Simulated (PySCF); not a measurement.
**Geometry relaxation of GeHOF (part 2 of 2)**

GeHOF; B3LYP/cc-pVDZ, RKS (PySCF 2.14.0). The geometry comes from this level: PBE0-D4/def2-TZVP.

Geometry of the input (Å):
```
O  -0.8197  0.5392  -0.3811
Ge -0.3899  -0.6930  0.8158
F  1.3369  -0.7588  0.4478
H  -0.0718  0.8524  -0.9027
```

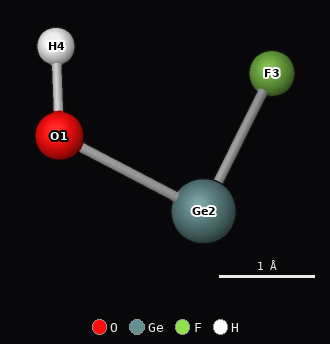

**Figure 1.** The geometry at step 7 of the log (ball-and-stick view, seen at a tilt; atoms are numbered from 1 in the order of the input).

Log, continued
```
----------------------------------------------
cycle 10: E = -2260.68743655  dE = -7.56154e-09  norm(grad) = 8.32248e-05
Step    9 : Displace = 4.289e-05/6.844e-05 (rms/max) Trust = 4.073e-05 (+) Grad = 4.003e-05/5.464e-05 (rms/max) E (change) = -2260.6874365471 (-7.562e-09) Quality = 0.972
Hessian Eigenvalues: 1.14989e-02 2.34074e-02 4.99357e-02 ... 2.76505e-01 2.98058e-01 5.39626e-01

Geometry optimization cycle 11
Cartesian coordinates (Angstrom)
 Atom        New coordinates             dX        dY        dZ
   O  -0.840204   0.547178  -0.388260   -0.000031  0.000017 -0.000005
  Ge  -0.394826  -0.706561   0.831387    0.000016  0.000004 -0.000013
   F   1.359315  -0.762632   0.449086    0.000054 -0.000055  0.000045
   H  -0.070076   0.849292  -0.902893   -0.000039  0.000035 -0.000027
converged SCF energy = -2260.68743655461
--------------- DFRKS_Scanner gradients ---------------
         x                y                z
0 O     0.0000358046     0.0000039895    -0.0000039784
1 Ge     0.0000136115     0.0000109000    -0.0000129430
2 F    -0.0000401308     0.0000074613    -0.0000069164
3 H    -0.0000087225     0.0000025575     0.0000042699
----------------------------------------------
cycle 11: E = -2260.68743655  dE = -7.55517e-09  norm(grad) = 6.00013e-05
Step   10 : Displace = 5.737e-05/9.122e-05 (rms/max) Trust = 5.760e-05 (+) Grad = 2.806e-05/4.029e-05 (rms/max) E (change) = -2260.6874365546 (-7.555e-09) Quality = 0.974
Hessian Eigenvalues: 1.14994e-02 2.34075e-02 4.99371e-02 ... 2.72879e-01 2.89756e-01 5.40634e-01

Geometry optimization cycle 12
Cartesian coordinates (Angstrom)
 Atom        New coordinates             dX        dY        dZ
   O  -0.840243   0.547200  -0.388264   -0.000040  0.000022 -0.000003
  Ge  -0.394801  -0.706559   0.831367    0.000024  0.000002 -0.000020
   F   1.359391  -0.762708   0.449148    0.000076 -0.000076  0.000062
   H  -0.070137   0.849342  -0.902931   -0.000061  0.000051 -0.000038
converged SCF energy = -2260.68743656104
--------------- DFRKS_Scanner gradients ---------------
         x                y                z
0 O     0.0000195877     0.0000076441    -0.0000032942
1 Ge     0.0000029893     0.0000104181    -0.0000100488
2 F    -0.0000207434     0.0000024291    -0.0000062829
3 H    -0.0000012899     0.0000043925     0.0000000823
----------------------------------------------
cycle 12: E = -2260.68743656  dE = -6.43649e-09  norm(grad) = 3.41766e-05
Step   11 : Displace = 8.054e-05/1.274e-04 (rms/max) Trust = 8.146e-05 (+) Grad = 1.355e-05/2.028e-05 (rms/max) E (change) = -2260.6874365610 (-6.436e-09) Quality = 0.938
Hessian Eigenvalues: 1.15000e-02 2.34118e-02 4.99390e-02 ... 2.72739e-01 2.96528e-01 5.39914e-01

Geometry optimization cycle 13
Cartesian coordinates (Angstrom)
 Atom        New coordinates             dX        dY        dZ
   O  -0.840289   0.547215  -0.388221   -0.000046  0.000015  0.000043
  Ge  -0.394740  -0.706600   0.831337    0.000062 -0.000042 -0.000030
   F   1.359506  -0.762798   0.449226    0.000115 -0.000091  0.000078
   H  -0.070270   0.849421  -0.902993   -0.000133  0.000079 -0.000061
converged SCF energy = -2260.68743656324
--------------- DFRKS_Scanner gradients ---------------
         x                y                z
0 O     0.0000067344     0.0000127769    -0.0000028917
1 Ge    -0.0000058038     0.0000091477    -0.0000080247
2 F    -0.0000030739    -0.0000028014    -0.0000042104
3 H     0.0000026485     0.0000057380    -0.0000043888
----------------------------------------------
cycle 13: E = -2260.68743656  dE = -2.19461e-09  norm(grad) = 2.22024e-05
Step   12 : Displace = 1.193e-04/1.763e-04 (rms/max) Trust = 1.152e-04 (+) Grad = 2.209e-06/2.795e-06 (rms/max) E (change) = -2260.6874365632 (-2.195e-09) Quality = 0.568
Hessian Eigenvalues: 1.13677e-02 2.36676e-02 4.57474e-02 ... 2.74732e-01 3.01269e-01 5.41153e-01

Geometry optimization cycle 14
Cartesian coordinates (Angstrom)
 Atom        New coordinates             dX        dY        dZ
   O  -0.840344   0.547138  -0.388105   -0.000055 -0.000077  0.000115
  Ge  -0.394649  -0.706722   0.831353    0.000091 -0.000122  0.000017
   F   1.359603  -0.762792   0.449234    0.000097  0.000006  0.000008
   H  -0.070417   0.849408  -0.902977   -0.000147 -0.000013  0.000016
converged SCF energy = -2260.68743656229
--------------- DFRKS_Scanner gradients ---------------
         x                y                z
0 O     0.0000063519     0.0000145717    -0.0000014168
1 Ge    -0.0000071752     0.0000083161    -0.0000089012
2 F    -0.0000004191    -0.0000034274    -0.0000029088
3 H     0.0000016768     0.0000054434    -0.0000063214
----------------------------------------------
cycle 14: E = -2260.68743656  dE = 9.5406e-10  norm(grad) = 2.33955e-05
Step   13 : Displace = 5.138e-05/6.913e-05 (rms/max) Trust = 1.152e-04 (=) Grad = 1.906e-06/2.365e-06 (rms/max) E (change) = -2260.6874365623 (+9.541e-10) Quality = -1.230
Not rejecting step - energy change meets convergence criteria
Hessian Eigenvalues: 4.17862e-03 2.79510e-02 3.24694e-02 ... 2.83585e-01 3.18128e-01 5.41063e-01

Geometry optimization cycle 15
Cartesian coordinates (Angstrom)
 Atom        New coordinates             dX        dY        dZ
   O  -0.840419   0.547035  -0.387983   -0.000076 -0.000103  0.000122
  Ge  -0.394536  -0.706858   0.831374    0.000112 -0.000136  0.000021
   F   1.359706  -0.762758   0.449183    0.000103  0.000034 -0.000051
   H  -0.070572   0.849405  -0.902912   -0.000154 -0.000002  0.000065
converged SCF energy = -2260.68743656142
--------------- DFRKS_Scanner gradients ---------------
         x                y                z
0 O     0.0000059509     0.0000153671    -0.0000010926
1 Ge    -0.0000076687     0.0000080360    -0.0000091053
2 F     0.0000008296    -0.0000038657    -0.0000023816
3 H     0.0000012244     0.0000054459    -0.0000070188
----------------------------------------------
cycle 15: E = -2260.68743656  dE = 8.62201e-10  norm(grad) = 2.40992e-05
```

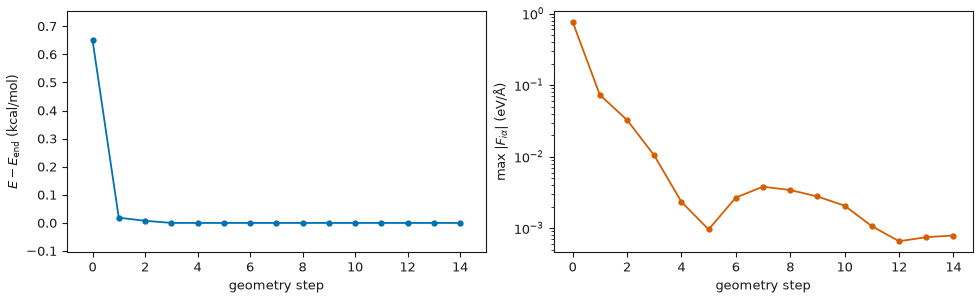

**Figure 2.** Progress of the relaxation, step by step (steps are counted from 0).

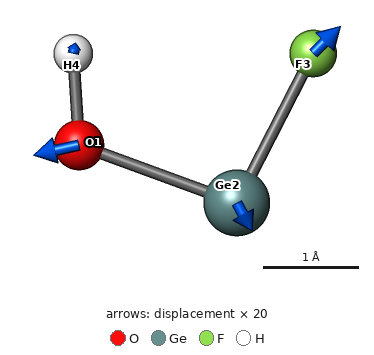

**Figure 3.** The starting structure with the displacements as blue arrows, magnified 20 times (ball-and-stick view, seen at a tilt). The two geometries are laid on each other by the best rigid fit. The atom that moves furthest after the best rigid fit is O1 (0.025 Å). Largest moves by element: O 0.025 Å, F 0.021 Å, Ge 0.017 Å, H 0.006 Å. Among the contacts that change: O1–Ge2 1.771 → 1.805 Å, Ge2–F3 1.767 → 1.796 Å, O1–H4 0.964 → 0.974 Å. The energy falls by 0.65 kcal/mol in 14 geometry steps. Largest force component: 0.77 eV/Å at the start, 0.00079 eV/Å at the end. (Atoms are counted from 1 in the order of the input.)

```
Step   14 : Displace = 2.339e-05/3.226e-05 (rms/max) Trust = 2.569e-05 (-) Grad = 2.566e-06/3.087e-06 (rms/max) E (change) = -2260.6874365614 (+8.622e-10) Quality = -0.863
Hessian Eigenvalues: 4.17862e-03 2.79510e-02 3.24694e-02 ... 2.83585e-01 3.18128e-01 5.41063e-01
Converged! =D

converged: True
O          -0.84041938        0.54703519       -0.38798321
Ge         -0.39453648       -0.70685785        0.83137413
F           1.35970605       -0.76275782        0.44918302
H          -0.07057156        0.84940523       -0.90291221
converged SCF energy = -2260.68743656138
E = -2260.6874365614 Eh
```

Trajectory as extended XYZ (Å, eV, eV/Å), 15 frames, from step=0 to step=14
```
4
Properties=species:S:1:pos:R:3:forces:R:3 step=0 energy=-61516.41077
O    -0.8197    0.5392   -0.3811   -0.5973   0.4444  -0.3204
Ge   -0.3899   -0.6930    0.8158   -0.5503  -0.5723   0.7462
F     1.3369   -0.7588    0.4478    0.7724  -0.0390  -0.1540
H    -0.0718    0.8524   -0.9027    0.3750   0.1661  -0.2710
4
Properties=species:S:1:pos:R:3:forces:R:3 step=1 energy=-61516.43821
O    -0.8325    0.5499   -0.3896   -0.0733   0.0371  -0.0212
Ge   -0.3941   -0.7040    0.8287    0.0028  -0.0151   0.0152
F     1.3609   -0.7748    0.4589    0.0257   0.0011  -0.0072
H    -0.0790    0.8680   -0.9175    0.0446  -0.0240   0.0139
4
Properties=species:S:1:pos:R:3:forces:R:3 step=2 energy=-61516.43868
O    -0.8355    0.5509   -0.3902   -0.0327   0.0214  -0.0150
Ge   -0.3947   -0.7036    0.8284    0.0140  -0.0116   0.0087
F     1.3610   -0.7720    0.4561   -0.0036   0.0059  -0.0049
H    -0.0757    0.8630   -0.9133    0.0222  -0.0167   0.0118
4
Properties=species:S:1:pos:R:3:forces:R:3 step=3 energy=-61516.43901
O    -0.8390    0.5513   -0.3905    0.0080  -0.0010  -0.0014
Ge   -0.3963   -0.7037    0.8289    0.0066  -0.0010  -0.0007
F     1.3588   -0.7644    0.4493   -0.0104   0.0032  -0.0003
H    -0.0686    0.8530   -0.9051   -0.0043  -0.0024   0.0033
4
Properties=species:S:1:pos:R:3:forces:R:3 step=4 energy=-61516.43902
O    -0.8391    0.5507   -0.3902    0.0023  -0.0012   0.0002
Ge   -0.3963   -0.7042    0.8294    0.0013  -0.0001  -0.0003
F     1.3582   -0.7633    0.4485   -0.0020   0.0007   0.0002
H    -0.0681    0.8518   -0.9043   -0.0017  -0.0006   0.0008
4
Properties=species:S:1:pos:R:3:forces:R:3 step=5 energy=-61516.43902
O    -0.8392    0.5501   -0.3898   -0.0006  -0.0007   0.0004
Ge   -0.3961   -0.7046    0.8297   -0.0003  -0.0003   0.0003
F     1.3582   -0.7630    0.4484    0.0010  -0.0001   0.0003
H    -0.0683    0.8513   -0.9039   -0.0002  -0.0002  -0.0001
4
Properties=species:S:1:pos:R:3:forces:R:3 step=6 energy=-61516.43902
O    -0.8395    0.5490   -0.3893   -0.0024  -0.0004   0.0005
Ge   -0.3957   -0.7053    0.8303   -0.0012  -0.0004   0.0006
F     1.3585   -0.7627    0.4486    0.0027  -0.0005   0.0004
H    -0.0689    0.8505   -0.9035    0.0008   0.0001  -0.0005
4
Properties=species:S:1:pos:R:3:forces:R:3 step=7 energy=-61516.43902
O    -0.8401    0.5471   -0.3882   -0.0038   0.0000   0.0005
Ge   -0.3949   -0.7066    0.8314   -0.0017  -0.0007   0.0010
F     1.3592   -0.7625    0.4490    0.0038  -0.0008   0.0004
H    -0.0700    0.8492   -0.9028    0.0016   0.0002  -0.0009
4
Properties=species:S:1:pos:R:3:forces:R:3 step=8 energy=-61516.43902
O    -0.8401    0.5471   -0.3883   -0.0033   0.0000   0.0004
Ge   -0.3949   -0.7066    0.8314   -0.0014  -0.0006   0.0009
F     1.3592   -0.7625    0.4490    0.0034  -0.0007   0.0004
H    -0.0700    0.8492   -0.9028    0.0013   0.0001  -0.0007
4
Properties=species:S:1:pos:R:3:forces:R:3 step=9 energy=-61516.43902
O    -0.8402    0.5472   -0.3883   -0.0026  -0.0001   0.0003
Ge   -0.3948   -0.7066    0.8314   -0.0011  -0.0006   0.0008
F     1.3593   -0.7626    0.4490    0.0028  -0.0006   0.0004
H    -0.0700    0.8493   -0.9029    0.0009   0.0000  -0.0005
4
Properties=species:S:1:pos:R:3:forces:R:3 step=10 energy=-61516.43902
O    -0.8402    0.5472   -0.3883   -0.0018  -0.0002   0.0002
Ge   -0.3948   -0.7066    0.8314   -0.0007  -0.0006   0.0007
F     1.3593   -0.7626    0.4491    0.0021  -0.0004   0.0004
H    -0.0701    0.8493   -0.9029    0.0004  -0.0001  -0.0002
4
Properties=species:S:1:pos:R:3:forces:R:3 step=11 energy=-61516.43902
O    -0.8402    0.5472   -0.3883   -0.0010  -0.0004   0.0002
Ge   -0.3948   -0.7066    0.8314   -0.0002  -0.0005   0.0005
F     1.3594   -0.7627    0.4491    0.0011  -0.0001   0.0003
H    -0.0701    0.8493   -0.9029    0.0001  -0.0002   0.0000
4
Properties=species:S:1:pos:R:3:forces:R:3 step=12 energy=-61516.43902
O    -0.8403    0.5472   -0.3882   -0.0003  -0.0007   0.0001
Ge   -0.3947   -0.7066    0.8313    0.0003  -0.0005   0.0004
F     1.3595   -0.7628    0.4492    0.0002   0.0001   0.0002
H    -0.0703    0.8494   -0.9030   -0.0001  -0.0003   0.0002
4
Properties=species:S:1:pos:R:3:forces:R:3 step=13 energy=-61516.43902
O    -0.8403    0.5471   -0.3881   -0.0003  -0.0007   0.0001
Ge   -0.3946   -0.7067    0.8314    0.0004  -0.0004   0.0005
F     1.3596   -0.7628    0.4492    0.0000   0.0002   0.0001
H    -0.0704    0.8494   -0.9030   -0.0001  -0.0003   0.0003
4
Properties=species:S:1:pos:R:3:forces:R:3 step=14 energy=-61516.43902
O    -0.8404    0.5470   -0.3880   -0.0003  -0.0008   0.0001
Ge   -0.3945   -0.7069    0.8314    0.0004  -0.0004   0.0005
F     1.3597   -0.7628    0.4492    0.0000   0.0002   0.0001
H    -0.0706    0.8494   -0.9029   -0.0001  -0.0003   0.0004
```

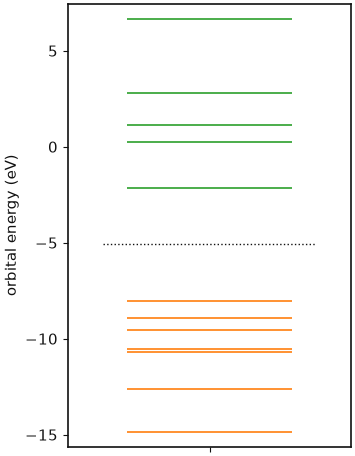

**Figure 4.** Orbital energies near the frontier; the dotted line parts filled from empty levels, and levels within 0.02 eV of each other stand side by side. Highest filled −8.02 eV, lowest empty −2.14 eV, 5.88 eV apart.

Summary

- outcome: converged
- total energy: −2260.687437 hartree
- basis functions: 60
- HOMO: −8.02 eV
- LUMO: −2.14 eV
- dipole moment: 0.66 D
- hardware: 1 thread of Arm Neoverse V1, 24 GiB of memory available, shared host
- wall time: 72 s
- peak memory: 0.61 GiB
